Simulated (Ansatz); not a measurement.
All values below come from PBE (plane waves to 420 eV, PAW; Ansatz, a program for electronic structure).

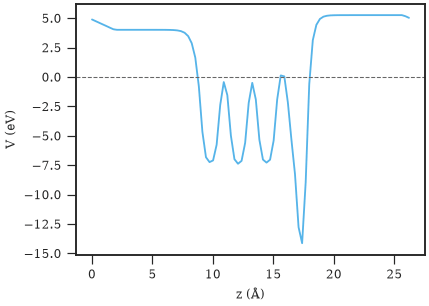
Fig. 1. Plane-averaged electrostatic potential energy along the normal, in eV from the Fermi level, for N on the 1x1 (111) surface of fcc Al, one in a 1x1 cell, started at the site 'hollow Al-Al-Al over Al at depth 2.3 Å'

Model: 5-atom slab, 7.0 Å thick at the start under the adsorbate (thin: gaps and levels are the slab's own), 12x12x1 mesh, Fermi-Dirac 0.1 eV, dipole correction, 2 atoms held, the rest relaxed; symmetry of the start imposed; spin-polarised, no spin-orbit, no U, no dispersion correction. The starting moment vanished. At the end it is bonded to 3 Al. In PBE it is, or lies within 0.03 eV of, the lowest of the starts that converged.

Task: The surface cell has an area of 7.07 Å². What dipole along the normal does the step between the two vacuum levels imply?

Result: the top vacuum level lies 1.25 eV above the bottom one; p = −ε₀ A ΔV (ε₀ = 0.005526 e/(V·Å)) gives -0.05 e·Å a cell.
